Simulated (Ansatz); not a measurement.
# GaWO4: a trial structure relaxed, part 2 of 2

Where does this trial cell of GaWO4 go when cell and atoms are let free?

Ansatz 0.2.0; DFT PBE, scalar-relativistic, plane waves, PAW. Earlier steps stand in the parts before.

## Step 4: Relaxation on the finer mesh

The end of the coarse run is made exact in the group found at a tolerance of 0.06 Å and reduced to its primitive cell.

Contents of input.yaml:

```yaml
crystal:
  lattice:
    - [0.0, 3.1252865128, 3.1252865128]
    - [3.1252865128, 0.0, 3.1252865128]
    - [3.1252865128, 3.1252865128, 0.0]
  atoms:
    - { symbol: Ga, position: [0.75, 0.75, 0.75] }
    - { symbol: W, position: [0.0, 0.0, 0.0], spin: 0.71 }
    - { symbol: O, position: [0.3739500415, 0.3739500415, 0.8781498756], spin: 0.54 }
    - { symbol: O, position: [0.8781498756, 0.3739500415, 0.3739500415], spin: 0.54 }
    - { symbol: O, position: [0.3739500415, 0.3739500415, 0.3739500415], spin: 0.54 }
    - { symbol: O, position: [0.3739500415, 0.8781498756, 0.3739500415], spin: 0.54 }
basis:
  ecutwfc: 420
kpoints:
  mp_grid: { grid: [10, 10, 10] }
hamiltonian:
  xc: pbe
scf:
  occupations: { method: gaussian, width: 0.1 }
output:
  forces: true
  stress: true
  eigenvalues: true
  populations: true
  write_density: true
  write_potential: true
  elf: true
  volumetric_format: npy
magnetization:
  spin_polarized: true
relax:
  adjacent_minimum: "off"
  f_tol: 0.01
  max_steps: 80
  cell: { stress_tol: 0.05 }
```

The run is started by

```
$ ansatz run input.yaml --threads 1 --pin off --max-ram 2048MiB --backend cpu --events-out ev --progress --plain --runs-dir out
```

Output, shortened:

```text
Warning: RAYON_NUM_THREADS=1 ignored (pool sized by the plan → 1); use --threads N
[...]
Pseudopotentials: kind: paw
Pseudopotential: Ga, paw, valence charge 13, recommended cutoff 420 eV (normal), Ga.paw.azcp
Pseudopotential: W, paw, valence charge 14, recommended cutoff 420 eV (normal), W.paw.azcp
Pseudopotential: O, paw, valence charge 6, recommended cutoff 420 eV (normal), O.paw.azcp
Functional definition: PBE
[...]
Crystal: 6 atoms, lattice volume = 61.052 Å³
Basis set: ecut = 420 eV, 1243 PW (Γ), exchange–correlation on 60×60×60 points (8 copies of the dense FFT grid, shifted against one another)
Bands: 33, of which v1, the nominal top of the filled ones, is band 26 counted from 1 (25 counted from 0)
Symmetry: 24 space group operations
Space group: F-43m (ITA 216), of the structure as read, at distance tolerance 3.9e-5 Å
Magnetic group: BNS 216.74 (UNI 1576), of the structure as read, at distance tolerance 3.9e-5 Å
[...]
    - [-8.439209929483322e-35, 3.1237839084873578, 3.1237839084873578]
    - [3.1237839084873578, -1.3582351075187308e-33, 3.1237839084873578]
    - [3.1237839084873578, 3.1237839084873578, -1.1974124277304638e-33]
  atoms:
    - { symbol: Ga, position: [0.7500000000000001, 0.7500000000000001, 0.7500000000000001] }
    - { symbol: W, position: [-1.8500826138500052e-17, -1.8489262375540028e-17, -1.8506608019980058e-17] }
    - { symbol: O, position: [0.3740317319427958, 0.3740317319427958, 0.8779048041716123] }
    - { symbol: O, position: [0.8779048041716123, 0.3740317319427958, 0.3740317319427958] }
    - { symbol: O, position: [0.3740317319427958, 0.3740317319427958, 0.3740317319427958] }
    - { symbol: O, position: [0.3740317319427958, 0.8779048041716123, 0.3740317319427958] }
--- Löwdin populations: 6 sites ---
  site symbol       q [e]    m [muB]
     0     Ga     12.7343     0.0185
     1      W     12.7364     0.7525
     2      O      6.3367     0.4896
     3      O      6.3367     0.4896
     4      O      6.3367     0.4896
     5      O      6.3367     0.4896
  spilling = 0.003579 (of n_electrons = 51.000000)
```

It took 1.8 min on 1 thread of Arm Neoverse V1, shared host; peak memory 0.49 GiB.

The steps of the relaxation:

```csv
step,E - E(step 1) (eV/cell),largest force component (eV/Å),pressure (GPa),volume (Å³)
1,0.0000,0.0134,-0.21,61.05
2,-0.0005,0.0021,0.04,60.96
3,-0.0001,0.0021,0.03,60.96
```

Step 1 is the start. Step 3 repeats the geometry before it on a plane-wave basis chosen anew for that cell, so its energy need not be comparable with the rows above.

Lengths and angles in the start's conventional setting:

|  | before | after | change |
| --- | --- | --- | --- |
| a (Å) | 6.251 | 6.248 | 0.0 % |
| b (Å) | 6.251 | 6.248 | 0.0 % |
| c (Å) | 6.251 | 6.248 | 0.0 % |
| volume (Å³/atom) | 10.18 | 10.16 | -0.1 % |
| shortest distance (Å) | 2.191 | 2.192 | 0.0 % |
| space group (0.01 Å) | F-43m | F-43m | same |

The run keeps the 24 symmetry operations of the start, so it could not have lowered the symmetry.

Site by site:

| atom | moment in the atom's sphere (μB) | Löwdin electrons |
| --- | --- | --- |
| Ga1 | 0.03 | 12.73 |
| W2 | 0.58 | 12.74 |
| O3 | 0.47 | 6.34 |
| O4 | 0.47 | 6.34 |
| O5 | 0.47 | 6.34 |
| O6 | 0.47 | 6.34 |

The Löwdin counts miss 0.18 of the 51 electrons, which the atomic orbitals do not span, so they are no charges.

Axes a, b and c in the maps are those of this run's conventional cell (a, b, c = 6.248, 6.248, 6.248 Å).

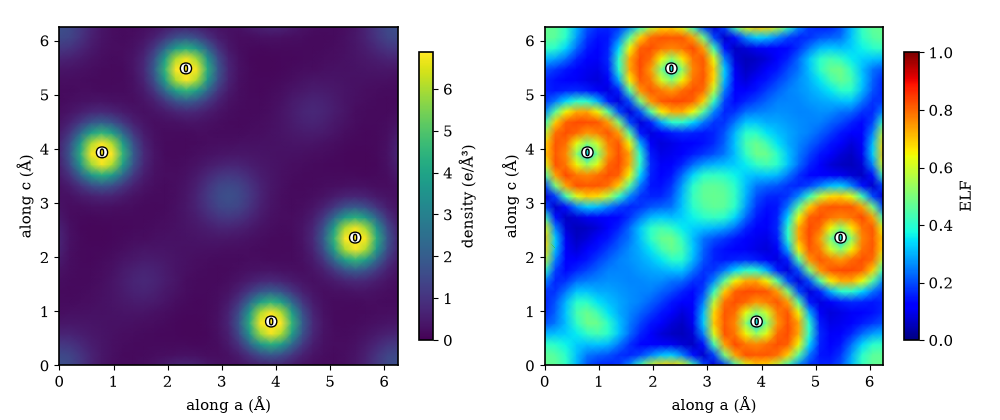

Density (left) and ELF (right) in a lattice plane of the grid's cell (edges 6.25 and 6.25 Å, at 0.126 of the third edge), which holds O. Only atoms in the plane are labelled; the density scale stops at 6.87 e/Å³. Both are smooth fields of the valence electrons: close to the nuclei they are not physical.

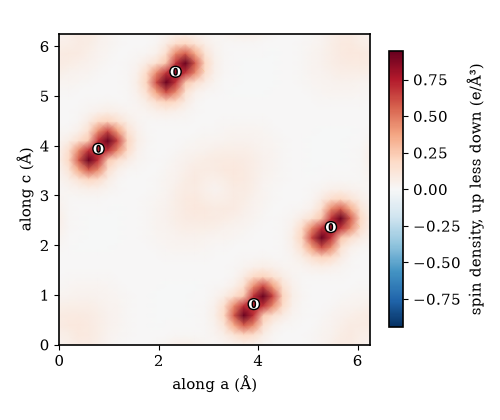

Spin density in a lattice plane of the grid's cell (edges 6.25 and 6.25 Å, at 0.126 of the third edge), which holds O.

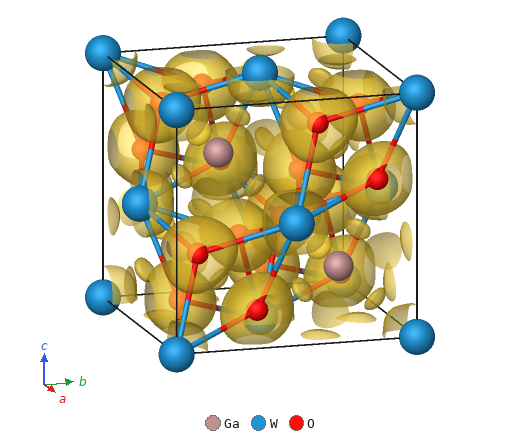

Surface of ELF = 0.43, drawn in one cell.

Maxima of ELF outside the ion cores: 0.84 in the shell around O, 0.6 Å from O; 0.49 on the W–Ga line, 1.4 Å from W.

## Step 5: Results

This closing draws on all 2 parts. Changes of volume or cell count from the first structure of part 1.

| quantity | value |
| --- | --- |
| symmetry at the end (tolerance 0.05 Å) | space group F-43m (No. 216) |
| conventional cell | a = 6.248 Å, b = 6.248 Å, c = 6.248 Å, α = 90.00°, β = 90.00°, γ = 90.00° |
| volume | 10.16 Å³/atom |
| energy over the elements (uncorrected; H, N, O, F and Cl as molecules) | +1.06 eV/atom |
| gap on the mesh | none (metal) |
| total moment | 2.74 μB/cell |

In words: The space group F-43m (No. 216) is kept, and the volume per atom shrinks by 6.7 % from the first guess. With a positive formation energy it can't be a ground state. No finished test with a distortion of lower symmetry is shown, so the end may be a saddle point. Spin-orbit coupling is left out for W. An odd count of electrons in a cell without spin polarisation forces a partly filled band, so those cells are metals by count; spin or a larger cell could change that. Other magnetic orders were not searched.
